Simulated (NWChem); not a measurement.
**triplet AlCl: levels of theory compared**

Wanted: a comparison of 6 runs (U-r2SCAN/aug-cc-pVTZ, U-revPBE/aug-cc-pVTZ, UBLYP/aug-cc-pVTZ, UPBE/aug-cc-pVTZ, USVWN5/aug-cc-pVTZ, UTPSS/aug-cc-pVTZ) of triplet AlCl. 

The calculation is run with NWChem 7.3.0.

1 further run of the same task is left out (it didn't finish).

### 1 Starting point

AlCl has 2 atoms, charge 0, and is taken as a triplet. As SMILES of the parent species, `[Al][Cl]`. The bond length is the one measured for the parent species. That shape belongs to the parent species and isn't relaxed for this state.

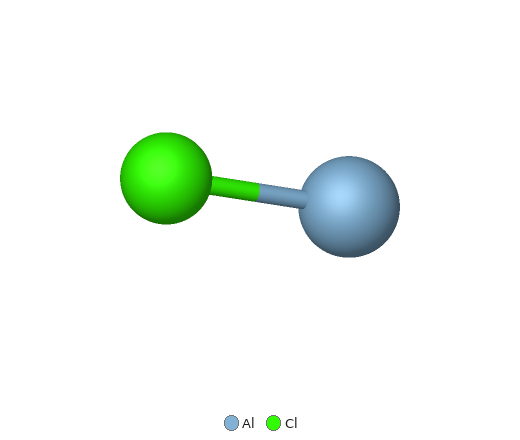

The structure, seen from a chosen angle (aluminium light blue, chlorine green).

### 2 A single-point energy at U-r2SCAN/aug-cc-pVTZ (run 1)

sp.nw reads:

```
start sp
title "AlCl r2SCAN"
memory total 2200 mb

geometry units angstroms noautosym nocenter noautoz
 Al       0.000000       0.000000       0.000000
 Cl       0.000000       0.000000       2.130113
end

basis spherical bse
 Al library aug-cc-pVTZ
 Cl library aug-cc-pVTZ
end

dft
 xc r2scan
 mult 3
 grid fine
 convergence energy 1e-08
 maxiter 100
 mulliken
end

task dft energy
```

The run is started by

```
$ nwchem sp.nw > sp.out
```

The log of the run:

```text
[...]
          Wavefunction type:  spin polarized.
          No. of atoms     :     2
          No. of electrons :    30
[...]
          Charge           :     0
          Spin multiplicity:     3
[...]
          AO basis - number of functions:   100
[...]
              XC Information
              --------------
                      r^2SCAN Method XC Functional
               r^2SCAN metaGGA Exchange Functional  1.000
                     r^2SCAN Correlation Potential  1.000
[...]
 d= 0,ls=0.0,diis     1   -702.4835035205 -7.57D+02  7.85D-03  1.01D-01     9.1
[...]
 d= 0,ls=0.5,diis    22   -702.5535702956 -9.65D-09  2.41D-07  2.91D-09   138.4
[...]
         Total DFT energy =     -702.553570300441
      One electron energy =    -1081.446081989323
           Coulomb energy =      370.820029811347
    Exchange-Corr. energy =      -46.829850547521
 Nuclear repulsion energy =       54.902332425056
[...]
      Total Density - Mulliken Population Analysis
     ---------------------------------------------
    Atom       Charge   Shell Charges
 -----------   ------   -------------------------------------------------------
    1 Al  13    12.78   2.00  1.90  0.18  0.73  0.36 -0.01  5.26  0.78  0.95  0.49  0.01  0.07  0.05  0.00  0.03 -0.02
    2 Cl  17    17.22   2.00  1.85  0.22  1.19  0.67 -0.04  5.81  1.12  2.87  1.47  0.01  0.01  0.02  0.03  0.00  0.00
[...]
      <S2> =      2.0025 (Exact =     2.0000)
[...]
```

Run time: 2.4 min. Hardware: 1 thread of Intel Xeon Platinum 8259CL at 2.50GHz (Skylake/Cascade Lake), shared host; peak memory 0.12 GiB.

### 3 The energy at U-revPBE/aug-cc-pVTZ (run 2)

m1.nw reads:

```
start m1
title "AlCl revPBE"
memory stack 880 mb heap 220 mb global 1100 mb

geometry noautosym nocenter noautoz
Al       0.000000       0.000000       0.000000
Cl       0.000000       0.000000       2.130113
end

basis spherical bse
* library aug-cc-pVTZ
end

dft
xc revpbe cpbe96
mult 3
grid fine
convergence energy 1e-08
maxiter 100
mulliken
end

task dft energy
```

The run is started by

```
$ nwchem m1.nw > m1.out
```

The log of the run:

```text
[...]
          Wavefunction type:  spin polarized.
          No. of atoms     :     2
          No. of electrons :    30
[...]
          Charge           :     0
          Spin multiplicity:     3
[...]
          AO basis - number of functions:   100
[...]
              XC Information
              --------------
                        RevPBE Exchange Functional  1.000
            Perdew 1991 LDA Correlation Functional  1.000 local
           PerdewBurkeErnz. Correlation Functional  1.000 non-local
[...]
 d= 0,ls=0.0,diis     1   -702.4028672180 -7.57D+02  8.27D-03  1.22D-01     8.9
[...]
 d= 0,ls=0.5,diis    25   -702.4728898326 -7.66D-09  5.19D-07  3.72D-09   144.5
[...]
         Total DFT energy =     -702.472889837016
      One electron energy =    -1081.272339827897
           Coulomb energy =      370.612888216155
    Exchange-Corr. energy =      -46.715770650330
 Nuclear repulsion energy =       54.902332425056
[...]
      Total Density - Mulliken Population Analysis
     ---------------------------------------------
    Atom       Charge   Shell Charges
 -----------   ------   -------------------------------------------------------
    1 Al  13    12.80   2.00  1.89  0.21  0.75  0.35 -0.00  5.26  0.79  0.92  0.47  0.01  0.07  0.05 -0.00  0.03 -0.01
    2 Cl  17    17.20   2.00  1.82  0.24  1.20  0.66 -0.02  5.80  1.14  2.86  1.40  0.04  0.01  0.02  0.03  0.00  0.00
[...]
      <S2> =      2.0018 (Exact =     2.0000)
[...]
```

It took 2.5 min on 1 thread of Intel Xeon Platinum 8259CL at 2.50GHz (Skylake/Cascade Lake), shared host; peak memory 0.11 GiB.

### 4 A single-point energy at UBLYP/aug-cc-pVTZ (run 3)

a.nw reads:

```
echo
start a
title "aluminium monochloride"
memory stack 880 mb heap 220 mb global 1100 mb
charge 0

geometry noautosym nocenter noautoz
Al     0.000000     0.000000     0.000000
Cl     0.000000     0.000000     2.130113
end

basis spherical bse
* library aug-cc-pVTZ
end

dft
xc becke88 lyp
mult 3
grid fine
convergence energy 1e-08
iterations 100
mulliken
end

task dft energy
```

The run is started by

```
$ nwchem a.nw > a.out
```

The log of the run:

```text
[...]
          Wavefunction type:  spin polarized.
          No. of atoms     :     2
          No. of electrons :    30
[...]
          Charge           :     0
          Spin multiplicity:     3
[...]
          AO basis - number of functions:   100
[...]
              XC Information
              --------------
                    Becke 1988 Exchange Functional  1.000
              Lee-Yang-Parr Correlation Functional  1.000
[...]
 d= 0,ls=0.0,diis     1   -702.5336918333 -7.57D+02  8.54D-03  1.48D-01    11.4
[...]
 d= 0,ls=0.5,diis    27   -702.6060278516 -6.45D-09  4.73D-07  3.31D-09   161.0
[...]
         Total DFT energy =     -702.606027855494
      One electron energy =    -1081.289431622694
           Coulomb energy =      370.622862148959
    Exchange-Corr. energy =      -46.841790806815
 Nuclear repulsion energy =       54.902332425056
[...]
      Total Density - Mulliken Population Analysis
     ---------------------------------------------
    Atom       Charge   Shell Charges
 -----------   ------   -------------------------------------------------------
    1 Al  13    12.82   2.00  1.88  0.25  0.75  0.36 -0.00  5.26  0.79  0.89  0.49  0.02  0.07  0.05  0.00  0.03 -0.01
    2 Cl  17    17.18   2.00  1.81  0.27  1.20  0.65 -0.03  5.79  1.18  2.77  1.46  0.03  0.01  0.02  0.02  0.00  0.00
[...]
      <S2> =      2.0013 (Exact =     2.0000)
[...]
```

Wall time 2.8 min (1 thread of Intel Xeon Platinum 8259CL at 2.50GHz (Skylake/Cascade Lake), shared host); peak memory 0.11 GiB.

Runs 4 to 5 aren't shown in full; the table further down has their settings and results.

### 5 The energy at UTPSS/aug-cc-pVTZ (run 6)

alcl.nw reads:

```
start alcl
title "AlCl TPSS"
memory stack 880 mb heap 220 mb global 1100 mb
geometry units angstrom noautosym nocenter noautoz
  Al     0.000000     0.000000     0.000000
  Cl     0.000000     0.000000     2.130113
end
basis spherical bse
  * library aug-cc-pVTZ
end
dft
  xc xtpss03 ctpss03
  mult 3
  grid fine
  convergence energy 1e-08
  maxiter 100
  mulliken
end
task dft energy
```

The run is started by

```
$ nwchem alcl.nw > alcl.out
```

The log of the run:

```text
[...]
          Wavefunction type:  spin polarized.
          No. of atoms     :     2
          No. of electrons :    30
[...]
          Charge           :     0
          Spin multiplicity:     3
[...]
          AO basis - number of functions:   100
[...]
              XC Information
              --------------
                  TPSS metaGGA Exchange Functional  1.000
             TPSS03 metaGGA Correlation Functional  1.000
[...]
 d= 0,ls=0.0,diis     1   -702.5778020565 -7.57D+02  8.04D-03  9.51D-02     9.5
[...]
 d= 0,ls=0.0,diis    11   -702.6476883990 -3.24D-10  1.22D-07  2.91D-10    72.2
[...]
         Total DFT energy =     -702.647688398985
      One electron energy =    -1081.375470843925
           Coulomb energy =      370.731311413859
    Exchange-Corr. energy =      -46.905861393975
 Nuclear repulsion energy =       54.902332425056
[...]
      Total Density - Mulliken Population Analysis
     ---------------------------------------------
    Atom       Charge   Shell Charges
 -----------   ------   -------------------------------------------------------
    1 Al  13    12.78   2.00  1.90  0.19  0.76  0.38 -0.00  5.25  0.79  0.92  0.46  0.01  0.07  0.04 -0.00  0.03 -0.02
    2 Cl  17    17.22   2.00  1.84  0.23  1.20  0.68 -0.03  5.80  1.14  2.84  1.44  0.03  0.01  0.02  0.03  0.00  0.00
[...]
      <S2> =      2.0017 (Exact =     2.0000)
[...]
```

Run time: 73 s. Hardware: 1 thread of Intel Xeon Platinum 8259CL at 2.50GHz (Skylake/Cascade Lake), shared host; peak memory 0.11 GiB.

### 6 Overview of the runs

```csv
run,level,energy (Eh),dipole moment (D),HOMO energy (eV),⟨S²⟩,wall time
1,U-r2SCAN/aug-cc-pVTZ,-702.553570,1.75,-3.62,2.002,2.4 min
2,U-revPBE/aug-cc-pVTZ,-702.472890,1.48,-3.40,2.002,2.5 min
3,UBLYP/aug-cc-pVTZ,-702.606028,1.51,-3.13,2.001,2.8 min
4,UPBE/aug-cc-pVTZ,-702.282575,1.48,-3.40,2.002,2.7 min
5,USVWN5/aug-cc-pVTZ,-700.072582,1.54,-3.37,2.002,2.3 min
6,UTPSS/aug-cc-pVTZ,-702.647688,1.52,-3.47,2.002,73 s
```

### 7 What came out

| quantity | value |
| --- | --- |
| run 6: total energy | -702.64769 Eh |
| run 6: dipole moment | 1.52 D |
| run 6: HOMO energy (highest over α and β) | -3.47 eV |
| run 6: ⟨S²⟩ | 2.002 |

**Reading.** The dipole moment (its size) runs from 1.48 D (UPBE/aug-cc-pVTZ) to 1.75 D (U-r2SCAN/aug-cc-pVTZ). Totals of different functionals can't be ranked against each other. All runs together took 14 min, the longest 2.8 min.
